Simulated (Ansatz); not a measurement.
# C₂H₃ClFN: a spread of methods and bases, part 1 of 2

How do the results and run time of C₂H₃ClFN respond when the settings are drawn wide?

Computed with Ansatz 0.2.0, Gaussian basis. Level: the settings change from run to run.

## Step 1: The relaxed structure

An earlier PBE0-D4 in a triple-zeta def2 set relaxation fixed the geometry.

SMILES `C/N=C(\F)Cl`, 8 atoms, charge 0, spin multiplicity 1.

Atoms are counted from 1 here; the program's logs count them from 0.

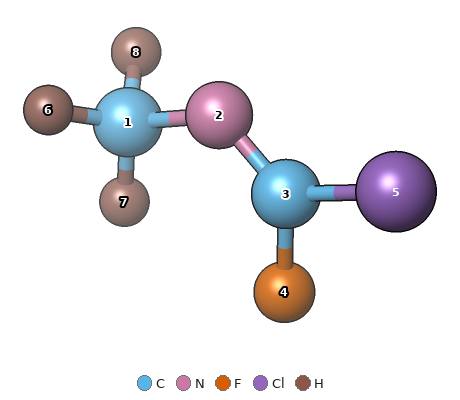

The structure; carbon blue, nitrogen pink, fluorine orange, chlorine purple, hydrogen brown; atoms are numbered from 1 in the order of the file.

## Step 2: B97/6-31++G**

Set apart from the defaults: charge +1, multiplicity 2.

Input file in.yaml:

```yaml
crystal:
  periodic: [false, false, false]
  atoms:
    - {symbol: C, position_ang: [-1.051688, 0.314709, 0.018055]}
    - {symbol: N, position_ang: [0.334903, 0.581390, -0.279020]}
    - {symbol: C, position_ang: [1.206390, -0.268195, -0.073835]}
    - {symbol: F, position_ang: [1.010681, -1.491450, 0.424998]}
    - {symbol: Cl, position_ang: [2.867495, -0.023917, -0.400857]}
    - {symbol: H, position_ang: [-1.403422, 1.068511, 0.725621]}
    - {symbol: H, position_ang: [-1.241333, -0.680223, 0.428265]}
    - {symbol: H, position_ang: [-1.630925, 0.442074, -0.898925]}
basis:
  gaussian: {orbitals: "6-31++G**"}
total_charge: 1
magnetization: {spin_polarized: true, initial_magnetization: 1}
hamiltonian: {xc: {name: B97}}
output: {forces: true}
```

Started as:

```console
> ansatz run in.yaml --threads 2 --pin off --events-out ev --progress --plain --max-ram 4352MiB
```

What it wrote:

```text
Functional definition: B97
  name "B97"
  cite "Becke, J. Chem. Phys. 107, 8554 (1997) doi:10.1063/1.475007"
  parameter cx = 0.1943
  parameter cx0 = 0.8094
  parameter cx1 = 0.5073
  parameter cx2 = 0.7481
  parameter css0 = 0.1737
  parameter css1 = 2.3487
  parameter css2 = -2.4868
  parameter cos0 = 0.9454
  parameter cos1 = 0.7471
  parameter cos2 = -4.5961
  exchange = spin_sum(e_x_unif_s*poly(b97_u_x, cx0, cx1, cx2)) + cx*exact_x
  correlation = spin_sum(e_c_pw_same_spin*poly(b97_u_same, css0, css1, css2))
      + integral(e_c_pw_opposite_spin*poly(b97_u_opposite, cos0, cos1, cos2))
1030 factors; integrals over basis functions are off by at most 1.1e-3 eV
mean field evaluation 1: about -18814.2791 eV, gradient 6.7e1 eV
mean field evaluation 2: about -18706.2343 eV, gradient 1.4e2 eV
mean field evaluation 4: about -18831.7168 eV, gradient 3.5e1 eV
mean field evaluation 8: about -18837.0771 eV, gradient 1.3e0 eV
mean field evaluation 16: about -18837.2549 eV, gradient 3.6e-3 eV
mean field evaluation 32: about -18837.2759 eV, gradient 1.8e-2 eV
mean field evaluation 64: about -18837.2203 eV, gradient 1.5e-1 eV
mean field -18837.27594543 eV, -692.2571226304 hartree, gradient 4.8e-7 eV, S^2 0.756448; 5 other end points of the search recorded, 0 dependent functions left out
the calculation of the forces begins
reference -18837.27598442 eV, -692.2571240633 hartree; 24, 23 occupied and 93, 94 virtual orbitals, 1030 factors
Total energy: -18837.27598442 eV, -692.2571240633 hartree
Atom 0 at    -1.051688     0.314709     0.018055 Å, force    -0.240484     1.490587    -0.327447 eV/Å
Atom 1 at     0.334903     0.581390    -0.279020 Å, force    -3.015253     0.635935     1.316111 eV/Å
Atom 2 at     1.206390    -0.268195    -0.073835 Å, force     4.290894    -3.273976    -0.000737 eV/Å
Atom 3 at     1.010681    -1.491450     0.424998 Å, force    -0.414532     1.281014     0.025627 eV/Å
Atom 4 at     2.867495    -0.023917    -0.400857 Å, force    -0.550765     0.282491    -0.267627 eV/Å
Atom 5 at    -1.403422     1.068511     0.725621 Å, force     0.063623     0.277618    -0.055185 eV/Å
Atom 6 at    -1.241333    -0.680223     0.428265 Å, force     0.296367    -0.548819    -0.314390 eV/Å
Atom 7 at    -1.630925     0.442074    -0.898925 Å, force    -0.429850    -0.144850    -0.376352 eV/Å
Dipole moment:    -0.668628     0.221491    -0.044856 e Å
```

Wall time 44 s (2 threads of Arm Neoverse V1, shared host).

Largest force 5.397 eV/Å, ⟨S²⟩ 0.756.

## Step 3: r2SCANh/aug-cc-pVTZ

Set apart from the defaults: D3(BJ) dispersion.

Changes to in.yaml since step 2:

```diff
@@ -12,6 +12,4 @@
 basis:
-  gaussian: {orbitals: "6-31++G**"}
-total_charge: 1
-magnetization: {spin_polarized: true, initial_magnetization: 1}
-hamiltonian: {xc: {name: B97}}
+  gaussian: {orbitals: aug-cc-pVTZ}
+hamiltonian: {xc: {name: r2SCANh}, dispersion: d3bj}
 output: {forces: true}
```

Launched as before.

What it wrote:

```text
Warning: the engine holds no damping parameters fitted to this dispersion correction and functional, so the run takes those fitted to r2scanh beside the three-body term, which d3bj leaves out (hamiltonian.dispersion, under Limitations)
Functional definition: r2SCANh
  name "r2SCANh"
  cite "Bursch, Neugebauer, Ehlert & Grimme, J. Chem. Phys. 156, 134105 (2022) doi:10.1063/5.0086040"
  cite "Furness, Kaplan, Ning, Perdew & Sun, J. Phys. Chem. Lett. 11, 8208 (2020) doi:10.1021/acs.jpclett.0c02405"
  cite "Furness, Kaplan, Ning, Perdew & Sun, J. Phys. Chem. Lett. 11, 9248 (2020) doi:10.1021/acs.jpclett.0c03077"
  parent r2scan
  parameter a = 0.1
  parameter k0 = 0.174
  parameter k1 = 0.065
  parameter a1 = 4.9479
  exchange = (1 - a)*r2scan_x(k0 = k0, k1 = k1, a1 = a1) + a*exact_x
  correlation = r2scan_c
1341 factors; their error is unknown
mean field evaluation 1: about -18841.0337 eV, gradient 6.6e1 eV
mean field evaluation 2: about -18810.6662 eV, gradient 1.3e2 eV
mean field evaluation 4: about -18850.1484 eV, gradient 1.2e1 eV
mean field evaluation 8: about -18850.4257 eV, gradient 6.8e-2 eV
mean field evaluation 16: about -18850.4011 eV, gradient 2.1e-4 eV
mean field -18850.40110434 eV, -692.7394633236 hartree, gradient 4.7e-5 eV, S^2 0.000000; 0 other end points of the search recorded, 0 dependent functions left out
the calculation of the forces begins
reference -18850.40112252 eV, -692.7394639917 hartree; 24, 24 occupied and 279, 279 virtual orbitals, 1341 factors
Total energy: -18850.44366587 eV, -692.7410274312 hartree
Atom 0 at    -1.051688     0.314709     0.018055 Å, force    -0.198907    -0.049376     0.046781 eV/Å
Atom 1 at     0.334903     0.581390    -0.279020 Å, force     0.055690     0.104946    -0.048319 eV/Å
Atom 2 at     1.206390    -0.268195    -0.073835 Å, force    -0.136923     0.084709    -0.013191 eV/Å
Atom 3 at     1.010681    -1.491450     0.424998 Å, force    -0.009575    -0.152230     0.059894 eV/Å
Atom 4 at     2.867495    -0.023917    -0.400857 Å, force     0.182065     0.006486    -0.028016 eV/Å
Atom 5 at    -1.403422     1.068511     0.725621 Å, force     0.033325    -0.061118    -0.061636 eV/Å
Atom 6 at    -1.241333    -0.680223     0.428265 Å, force     0.021954     0.074592    -0.031857 eV/Å
Atom 7 at    -1.630925     0.442074    -0.898925 Å, force     0.052371    -0.008009     0.076345 eV/Å
Dipole moment:    -0.272295    -0.059718     0.061155 e Å
```

Wall time 16 s (2 threads of Arm Neoverse V1, shared host); peak memory 1 GiB.

Largest force 0.210 eV/Å, dipole 1.37 D.

## Step 4: revPBE/pcseg-2

Options: density fitting with cc-pVTZ-jkfit.

Changes to in.yaml since step 3:

```diff
@@ -12,4 +12,4 @@
 basis:
-  gaussian: {orbitals: aug-cc-pVTZ}
-hamiltonian: {xc: {name: r2SCANh}, dispersion: d3bj}
+  gaussian: {orbitals: pcseg-2, fitting: {mean_field: cc-pVTZ-jkfit}}
+hamiltonian: {xc: {name: revPBE}}
 output: {forces: true}
```

Same command.

What it wrote:

```text
Functional definition: revPBE
  name "revPBE"
  cite "Zhang & Yang, Phys. Rev. Lett. 80, 890 (1998) doi:10.1103/PhysRevLett.80.890"
  cite "Perdew, Burke & Ernzerhof, Phys. Rev. Lett. 77, 3865 (1996) doi:10.1103/PhysRevLett.77.3865"
  parameter kappa = 1.245
  parameter beta = 0.06672455060314922
  exchange = pbe_x(kappa = kappa, mu = beta*pi^2/3)
  correlation = pbe_c(beta = beta)
527 factors; integrals over basis functions are off by at most 9.4e-1 eV
mean field evaluation 1: about -18838.8379 eV, gradient 7.4e1 eV
mean field evaluation 2: about -18750.2334 eV, gradient 1.7e2 eV
mean field evaluation 4: about -18850.2031 eV, gradient 1.7e1 eV
mean field evaluation 8: about -18850.8547 eV, gradient 2.3e-1 eV
mean field evaluation 16: about -18850.8588 eV, gradient 4.2e-5 eV
mean field -18850.85875581 eV, -692.7562817050 hartree, gradient 4.2e-5 eV, S^2 0.000000; 0 other end points of the search recorded, 0 dependent functions left out
the calculation of the forces begins
reference -18850.85880724 eV, -692.7562835951 hartree; 24, 24 occupied and 172, 172 virtual orbitals, 527 factors
Total energy: -18850.85880724 eV, -692.7562835951 hartree
Atom 0 at    -1.051688     0.314709     0.018055 Å, force    -0.240740    -0.007623     0.036599 eV/Å
Atom 1 at     0.334903     0.581390    -0.279020 Å, force    -0.442049     0.972988    -0.312995 eV/Å
Atom 2 at     1.206390    -0.268195    -0.073835 Å, force     0.450784     0.048418    -0.081636 eV/Å
Atom 3 at     1.010681    -1.491450     0.424998 Å, force    -0.120361    -1.131810     0.452922 eV/Å
Atom 4 at     2.867495    -0.023917    -0.400857 Å, force     0.735297     0.126726    -0.151916 eV/Å
Atom 5 at    -1.403422     1.068511     0.725621 Å, force    -0.115317     0.170301     0.157137 eV/Å
Atom 6 at    -1.241333    -0.680223     0.428265 Å, force    -0.102508    -0.212831     0.096415 eV/Å
Atom 7 at    -1.630925     0.442074    -0.898925 Å, force    -0.165106     0.033832    -0.196525 eV/Å
Dipole moment:    -0.263311    -0.067536     0.062908 e Å
```

It took 2.3 s on 2 threads of Arm Neoverse V1, shared host.

Largest force 1.225 eV/Å, dipole 1.34 D.

## Step 5: wB97X-V/def2-SVP

Set apart from the defaults: charge +1, multiplicity 2.

Changes to in.yaml since step 4:

```diff
@@ -12,4 +12,6 @@
 basis:
-  gaussian: {orbitals: pcseg-2, fitting: {mean_field: cc-pVTZ-jkfit}}
-hamiltonian: {xc: {name: revPBE}}
+  gaussian: {orbitals: def2-SVP}
+total_charge: 1
+magnetization: {spin_polarized: true, initial_magnetization: 1}
+hamiltonian: {xc: {name: wB97X-V}}
 output: {forces: true}
```

Launched as before.

What it wrote:

```text
Functional definition: wB97X-V
  name "wB97X-V"
  cite "Mardirossian & Head-Gordon, Phys. Chem. Chem. Phys. 16, 9904 (2014) doi:10.1039/C3CP54374A"
  cite "Becke, J. Chem. Phys. 107, 8554 (1997) doi:10.1063/1.475007"
  cite "Vydrov & Van Voorhis, J. Chem. Phys. 133, 244103 (2010) doi:10.1063/1.3521275"
  parameter omega = 0.3/bohr
  parameter cx = 0.167
  parameter cx1 = 0.603
  parameter cx2 = 1.194
  parameter css0 = 0.556
  parameter css1 = -0.257
  parameter cos0 = 1.219
  parameter cos1 = -1.850
  parameter b = 6.0
  parameter c = 0.01
  exchange = spin_sum(e_x_unif_sr(omega)*poly(b97_u_x, 1 - cx, cx1, cx2)) + cx*exact_x_sr(omega) + exact_x_lr(omega)
  correlation = spin_sum(e_c_pw_same_spin*poly(b97_u_same, css0, css1))
      + integral(e_c_pw_opposite_spin*poly(b97_u_opposite, cos0, cos1)) + vv10(b, c)
881 factors; integrals over basis functions are off by at most 1.4e-3 eV
204 factors; integrals over basis functions are off by at most 1.2e-5 eV
mean field evaluation 1: about -18821.5026 eV, gradient 3.9e1 eV
mean field evaluation 2: about -18820.4227 eV, gradient 4.6e1 eV
mean field evaluation 4: about -18828.0582 eV, gradient 2.4e0 eV
mean field evaluation 8: about -18828.2848 eV, gradient 4.3e-1 eV
mean field evaluation 16: about -18828.2949 eV, gradient 5.8e-3 eV
mean field evaluation 32: about -18828.4264 eV, gradient 6.1e-1 eV
mean field -18828.42910261 eV, -691.9320071533 hartree, gradient 4.3e-6 eV, S^2 0.758926; 2 other end points of the search recorded, 0 dependent functions left out
the calculation of the forces begins
reference -18828.42910151 eV, -691.9320071128 hartree; 24, 23 occupied and 65, 66 virtual orbitals, 881 factors
Total energy: -18828.42910151 eV, -691.9320071128 hartree
Atom 0 at    -1.051688     0.314709     0.018055 Å, force    -0.798061     3.093812    -1.081139 eV/Å
Atom 1 at     0.334903     0.581390    -0.279020 Å, force    -2.979255    -1.907115     1.154091 eV/Å
Atom 2 at     1.206390    -0.268195    -0.073835 Å, force     5.444593    -2.734895     0.290008 eV/Å
Atom 3 at     1.010681    -1.491450     0.424998 Å, force    -0.772651     2.110738    -0.704556 eV/Å
Atom 4 at     2.867495    -0.023917    -0.400857 Å, force    -1.061873     0.312540     0.028125 eV/Å
Atom 5 at    -1.403422     1.068511     0.725621 Å, force    -0.177224     0.091864     0.441006 eV/Å
Atom 6 at    -1.241333    -0.680223     0.428265 Å, force     0.630543    -0.760424     0.204582 eV/Å
Atom 7 at    -1.630925     0.442074    -0.898925 Å, force    -0.286071    -0.206519    -0.332117 eV/Å
Dipole moment:    -0.845154     0.289720     0.006750 e Å
```

It took 25 s on 2 threads of Arm Neoverse V1, shared host.

Largest force 6.100 eV/Å, ⟨S²⟩ 0.759.

## Step 6: wB97/ANO-RCC-VTZP

Changes to in.yaml since step 5:

```diff
@@ -12,6 +12,4 @@
 basis:
-  gaussian: {orbitals: def2-SVP}
-total_charge: 1
-magnetization: {spin_polarized: true, initial_magnetization: 1}
-hamiltonian: {xc: {name: wB97X-V}}
+  gaussian: {orbitals: ANO-RCC-VTZP}
+hamiltonian: {xc: {name: wB97}}
 output: {forces: true}
```

Launched as before.

What it wrote:

```text
Functional definition: wB97
  name "wB97"
  cite "Chai & Head-Gordon, J. Chem. Phys. 128, 084106 (2008) doi:10.1063/1.2834918"
  cite "Becke, J. Chem. Phys. 107, 8554 (1997) doi:10.1063/1.475007"
  parameter omega = 0.4/bohr
  parameter cx1 = 1.13116
  parameter cx2 = -2.74915
  parameter cx3 = 12.0900
  parameter cx4 = -5.71642
  parameter css1 = -2.55352
  parameter css2 = 11.8926
  parameter css3 = -26.9452
  parameter css4 = 17.0927
  parameter cos1 = 3.99051
  parameter cos2 = -17.0066
  parameter cos3 = 1.07292
  parameter cos4 = 8.88211
  # The coefficients of nought are those of the uniform gas.
  exchange = spin_sum(e_x_unif_sr(omega)*poly(b97_u_x, 1, cx1, cx2, cx3, cx4)) + exact_x_lr(omega)
  correlation = spin_sum(e_c_pw_same_spin*poly(b97_u_same, 1, css1, css2, css3, css4))
      + integral(e_c_pw_opposite_spin*poly(b97_u_opposite, 1, cos1, cos2, cos3, cos4))
1370 factors; their error is unknown
442 factors; integrals over basis functions are off by at most 4.3e-5 eV
mean field evaluation 1: about -18892.4182 eV, gradient 4.8e1 eV
mean field evaluation 2: about -18891.7163 eV, gradient 5.5e1 eV
mean field evaluation 4: about -18896.9740 eV, gradient 2.8e0 eV
mean field evaluation 8: about -18896.9936 eV, gradient 9.7e-2 eV
mean field evaluation 16: about -18896.9608 eV, gradient 5.9e-5 eV
mean field -18896.96077118 eV, -694.4504995209 hartree, gradient 6.0e-5 eV, S^2 0.000000; 0 other end points of the search recorded, 0 dependent functions left out
the calculation of the forces begins
reference -18896.96075642 eV, -694.4504989784 hartree; 24, 24 occupied and 172, 172 virtual orbitals, 1370 factors
Total energy: -18896.96075642 eV, -694.4504989784 hartree
Relativity: scalar
Atom 0 at    -1.051688     0.314709     0.018055 Å, force    -0.311173    -0.009639     0.047171 eV/Å
Atom 1 at     0.334903     0.581390    -0.279020 Å, force     0.208043     0.089637    -0.063778 eV/Å
Atom 2 at     1.206390    -0.268195    -0.073835 Å, force     0.084332     0.308446    -0.130419 eV/Å
Atom 3 at     1.010681    -1.491450     0.424998 Å, force    -0.072135    -0.328997     0.136775 eV/Å
Atom 4 at     2.867495    -0.023917    -0.400857 Å, force     0.040709    -0.010737    -0.001560 eV/Å
Atom 5 at    -1.403422     1.068511     0.725621 Å, force     0.015074    -0.027542    -0.008168 eV/Å
Atom 6 at    -1.241333    -0.680223     0.428265 Å, force     0.016321    -0.004585    -0.000526 eV/Å
Atom 7 at    -1.630925     0.442074    -0.898925 Å, force     0.018830    -0.016584     0.020507 eV/Å
Dipole moment:    -0.272748    -0.057572     0.060393 e Å
```

Wall time 19 s (2 threads of Arm Neoverse V1, shared host); peak memory 0.52 GiB.

Largest force 0.364 eV/Å, dipole 1.37 D.

## Step 7: PBE0/6-31G

This run has atoms shaken by 0.15 Å, D3(BJ) dispersion.

Input file in.yaml:

```yaml
crystal:
  periodic: [false, false, false]
  atoms:
    - {symbol: C, position_ang: [-1.351462, 0.371349, -0.106531]}
    - {symbol: N, position_ang: [0.241023, 0.704310, -0.339278]}
    - {symbol: C, position_ang: [1.249128, -0.554337, -0.106753]}
    - {symbol: F, position_ang: [1.088238, -1.424681, 0.633272]}
    - {symbol: Cl, position_ang: [2.920269, -0.086646, -0.197106]}
    - {symbol: H, position_ang: [-1.319792, 1.080859, 0.439748]}
    - {symbol: H, position_ang: [-1.243535, -0.940279, 0.440217]}
    - {symbol: H, position_ang: [-1.632394, 0.485955, -0.986741]}
basis:
  gaussian: {orbitals: 6-31G}
hamiltonian: {xc: {name: PBE0}, dispersion: d3bj}
```

Same command.

What it wrote:

```text
Functional definition: PBE0
  name "PBE0"
  cite "Adamo & Barone, J. Chem. Phys. 110, 6158 (1999) doi:10.1063/1.478522"
  cite "Perdew, Burke & Ernzerhof, Phys. Rev. Lett. 77, 3865 (1996) doi:10.1103/PhysRevLett.77.3865"
  parent pbe
  parameter a = 0.25
  parameter kappa = 0.804
  parameter beta = 0.06672455060314922
  exchange = (1 - a)*pbe_x(kappa = kappa, mu = beta*pi^2/3) + a*exact_x
  correlation = pbe_c(beta = beta)
699 factors; integrals over basis functions are off by at most 2.2e-4 eV
mean field evaluation 1: about -18821.1200 eV, gradient 5.6e1 eV
mean field evaluation 2: about -18735.6957 eV, gradient 1.7e2 eV
mean field evaluation 4: about -18829.0050 eV, gradient 1.9e1 eV
mean field evaluation 8: about -18829.8099 eV, gradient 6.2e-1 eV
mean field evaluation 16: about -18830.0177 eV, gradient 1.8e-4 eV
mean field -18830.01765685 eV, -691.9903854450 hartree, gradient 2.2e-5 eV, S^2 0.000000; 0 other end points of the search recorded, 0 dependent functions left out
reference -18830.01767396 eV, -691.9903860738 hartree; 24, 24 occupied and 31, 31 virtual orbitals, 699 factors
Total energy: -18830.14853580 eV, -691.9951951574 hartree
```

It took 1.1 s on 2 threads of Arm Neoverse V1, shared host.

## Step 8: wB97/def2-TZVP

This run has high accuracy, the search for lower states set to full.

Input file in.yaml:

```yaml
crystal:
  periodic: [false, false, false]
  atoms:
    - {symbol: C, position_ang: [-1.051688, 0.314709, 0.018055]}
    - {symbol: N, position_ang: [0.334903, 0.581390, -0.279020]}
    - {symbol: C, position_ang: [1.206390, -0.268195, -0.073835]}
    - {symbol: F, position_ang: [1.010681, -1.491450, 0.424998]}
    - {symbol: Cl, position_ang: [2.867495, -0.023917, -0.400857]}
    - {symbol: H, position_ang: [-1.403422, 1.068511, 0.725621]}
    - {symbol: H, position_ang: [-1.241333, -0.680223, 0.428265]}
    - {symbol: H, position_ang: [-1.630925, 0.442074, -0.898925]}
basis:
  gaussian: {orbitals: def2-TZVP}
hamiltonian: {xc: {name: wB97}}
accuracy: high
scf: {lower_state_search: full}
output: {forces: true}
```

Launched as before.

What it wrote:

```text
Functional definition: wB97
  name "wB97"
  cite "Chai & Head-Gordon, J. Chem. Phys. 128, 084106 (2008) doi:10.1063/1.2834918"
  cite "Becke, J. Chem. Phys. 107, 8554 (1997) doi:10.1063/1.475007"
  parameter omega = 0.4/bohr
  parameter cx1 = 1.13116
  parameter cx2 = -2.74915
  parameter cx3 = 12.0900
  parameter cx4 = -5.71642
  parameter css1 = -2.55352
  parameter css2 = 11.8926
  parameter css3 = -26.9452
  parameter css4 = 17.0927
  parameter cos1 = 3.99051
  parameter cos2 = -17.0066
  parameter cos3 = 1.07292
  parameter cos4 = 8.88211
  # The coefficients of nought are those of the uniform gas.
  exchange = spin_sum(e_x_unif_sr(omega)*poly(b97_u_x, 1, cx1, cx2, cx3, cx4)) + exact_x_lr(omega)
  correlation = spin_sum(e_c_pw_same_spin*poly(b97_u_same, 1, css1, css2, css3, css4))
      + integral(e_c_pw_opposite_spin*poly(b97_u_opposite, 1, cos1, cos2, cos3, cos4))
3156 factors; integrals over basis functions are off by at most 4.2e-9 eV
577 factors; integrals over basis functions are off by at most 6.8e-9 eV
mean field evaluation 1: about -18849.1169 eV, gradient 4.8e1 eV
mean field evaluation 2: about -18849.1178 eV, gradient 4.8e1 eV
mean field evaluation 4: about -18853.6119 eV, gradient 4.6e0 eV
mean field evaluation 8: about -18853.6655 eV, gradient 8.1e-1 eV
mean field evaluation 16: about -18853.6675 eV, gradient 6.6e-4 eV
mean field -18853.66749209 eV, -692.8595008596 hartree, gradient 2.7e-8 eV, S^2 0.000000; 0 other end points of the search recorded, 0 dependent functions left out
the calculation of the forces begins
reference -18853.66749121 eV, -692.8595008273 hartree; 24, 24 occupied and 155, 155 virtual orbitals, 3156 factors
Total energy: -18853.66749121 eV, -692.8595008273 hartree
Atom 0 at    -1.051688     0.314709     0.018055 Å, force    -0.283930     0.009691     0.035900 eV/Å
Atom 1 at     0.334903     0.581390    -0.279020 Å, force     0.158451     0.091166    -0.057417 eV/Å
Atom 2 at     1.206390    -0.268195    -0.073835 Å, force     0.201536     0.293827    -0.141216 eV/Å
Atom 3 at     1.010681    -1.491450     0.424998 Å, force    -0.087980    -0.325668     0.137714 eV/Å
Atom 4 at     2.867495    -0.023917    -0.400857 Å, force    -0.012674    -0.014969     0.007555 eV/Å
Atom 5 at    -1.403422     1.068511     0.725621 Å, force     0.005547    -0.006586     0.012557 eV/Å
Atom 6 at    -1.241333    -0.680223     0.428265 Å, force     0.016329    -0.033699     0.010699 eV/Å
Atom 7 at    -1.630925     0.442074    -0.898925 Å, force     0.002720    -0.013762    -0.005792 eV/Å
Dipole moment:    -0.268284    -0.070107     0.064596 e Å
```

It took 33 s on 2 threads of Arm Neoverse V1, shared host; peak memory 1 GiB.

Largest force 0.383 eV/Å, dipole 1.37 D.

(Continued in part 2 of 2.)
